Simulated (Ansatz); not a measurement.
## Run report: SiNH$_{5}$, phonon calculation

- system: SiNH$_{5}$
- method: RKS PBE0-D4/def2-TZVP (Ansatz 0.2.0)

The geometry comes from this level: PBE0-D4/def2-TZVP.

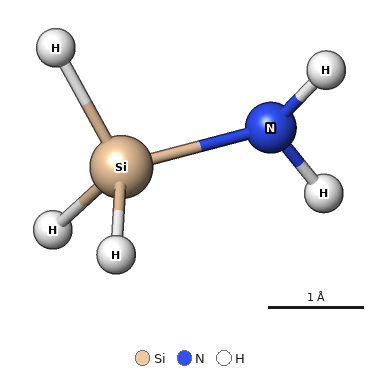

Figure 1. The input geometry (ball-and-stick view, seen at a tilt). Bond lengths as drawn: H–N 1.01 Å, H–Si 1.49 Å and N–Si 1.72 Å.

### Input file
```yaml
crystal:
  periodic: [false, false, false]
  atoms:
    - {symbol: Si, position_ang: [-1.463852, -0.198466, -0.034236]}
    - {symbol: N, position_ang: [-0.123958, -1.024384, 0.659552]}
    - {symbol: H, position_ang: [-0.975789, 0.545510, -1.224095]}
    - {symbol: H, position_ang: [-2.469941, -1.216194, -0.433581]}
    - {symbol: H, position_ang: [-2.155038, 0.786238, 0.851719]}
    - {symbol: H, position_ang: [-0.282334, -1.721921, 1.368791]}
    - {symbol: H, position_ang: [0.731692, -0.523877, 0.838501]}
basis:
  gaussian: {orbitals: def2-TZVP}
hamiltonian: {xc: pbe0, dispersion: d4}
phonons: {temperatures: {t_min: 298.15, t_max: 900, t_step: 200}}
```

Run on 4 CPU threads, shared host.

### The program's output
```
Functional definition: PBE0
  name "PBE0"
  cite "Adamo & Barone, J. Chem. Phys. 110, 6158 (1999) doi:10.1063/1.478522"
  cite "Perdew, Burke & Ernzerhof, Phys. Rev. Lett. 77, 3865 (1996) doi:10.1103/PhysRevLett.77.3865"
  parent pbe
  parameter a = 0.25
  parameter kappa = 0.804
  parameter beta = 0.06672455060314922
  exchange = (1 - a)*pbe_x(kappa = kappa, mu = beta*pi^2/3) + a*exact_x
  correlation = pbe_c(beta = beta)
643 factors; their error is unknown
mean field evaluation 1: about -9439.5154 eV, gradient 5.6e1 eV
mean field evaluation 2: about -9432.0666 eV, gradient 7.7e1 eV
mean field evaluation 4: about -9445.2164 eV, gradient 1.1e0 eV
mean field evaluation 8: about -9445.2552 eV, gradient 2.3e-2 eV
mean field -9445.25517679 eV, -347.1067255230 hartree, gradient 4.9e-5 eV, S^2 0.000000; 0 other end points of the search recorded, 0 dependent functions left out
the calculation of the forces begins
reference -9445.25520376 eV, -347.1067265144 hartree; 13, 13 occupied and 85, 85 virtual orbitals, 643 factors
these checks for a lower state are left out or cut short: stability, starts, cluster_reference, orbital_swaps, neighbouring_geometries, increment
643 factors; their error is unknown
mean field evaluation 16: about -9445.2550 eV, gradient 1.3e-1 eV
mean field -9445.25505400 eV, -347.1067210106 hartree, gradient 1.8e-6 eV, S^2 0.000000; 0 other end points of the search recorded, 0 dependent functions left out
[... from here on the field's lines of each further geometry are left out, up to the last ...]
the calculation of the forces begins
reference -9445.25519053 eV, -347.1067260282 hartree; 13, 13 occupied and 85, 85 virtual orbitals, 643 factors
these checks for a lower state are left out or cut short: stability, starts, cluster_reference, orbital_swaps, neighbouring_geometries, increment
643 factors; their error is unknown
mean field -9445.25516609 eV, -347.1067251300 hartree, gradient 1.6e-6 eV, S^2 0.000000; 0 other end points of the search recorded, 0 dependent functions left out
the calculation of the forces begins
reference -9445.25519307 eV, -347.1067261213 hartree; 13, 13 occupied and 85, 85 virtual orbitals, 643 factors
Total energy: -9445.32457430 eV, -347.1092758345 hartree
Atom 0 at    -1.463852    -0.198466    -0.034236 Å, force     0.001399     0.001790    -0.000117 eV/Å
Atom 1 at    -0.123958    -1.024384     0.659552 Å, force    -0.000532    -0.001351     0.000788 eV/Å
Atom 2 at    -0.975789     0.545510    -1.224095 Å, force     0.000257    -0.000279    -0.000702 eV/Å
Atom 3 at    -2.469941    -1.216194    -0.433581 Å, force     0.000299    -0.000247     0.000201 eV/Å
Atom 4 at    -2.155038     0.786238     0.851719 Å, force    -0.000710    -0.000555     0.000759 eV/Å
Atom 5 at    -0.282334    -1.721921     1.368791 Å, force    -0.000394    -0.000233     0.000196 eV/Å
Atom 6 at     0.731692    -0.523877     0.838501 Å, force    -0.000319     0.000874    -0.001124 eV/Å
Dipole moment:     0.160409    -0.032197     0.234208 e Å
Vibrations: 173.82 389.49 624.92 701.41 851.91 916.14 923.95 977.97 984.20 1585.12 2176.81 2228.79 2232.58 3603.46 3695.09 cm⁻¹, zero-point energy 1.367897 eV
```

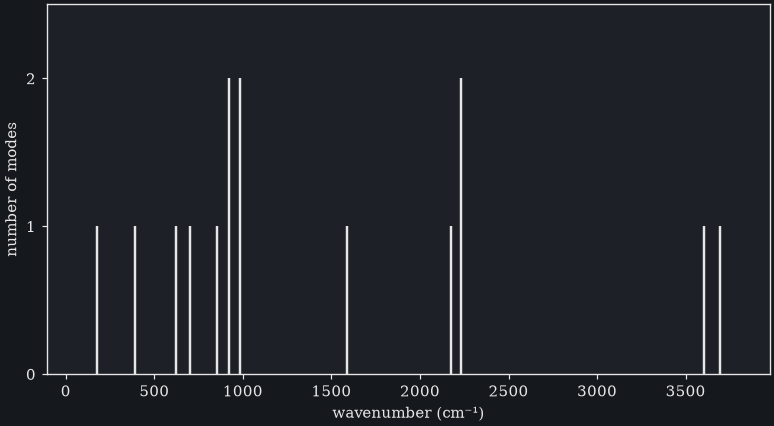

Figure 2. Harmonic vibrational wavenumbers from the force constants; neighbouring modes closer than 16 cm⁻¹ are counted in one stick. 15 modes from 174 to 3695 cm⁻¹, none imaginary.

### Results in brief

```csv
quantity,value
outcome,converged
total energy,−9445.3246 eV
mean-field energy,−9445.2552 eV
dispersion energy,−0.0694 eV
largest force (length of the vector),0.002 eV/Å
dipole moment,1.37 D
wall time,9.5 s (CPU time 30 s)
peak memory,0.16 GiB
```
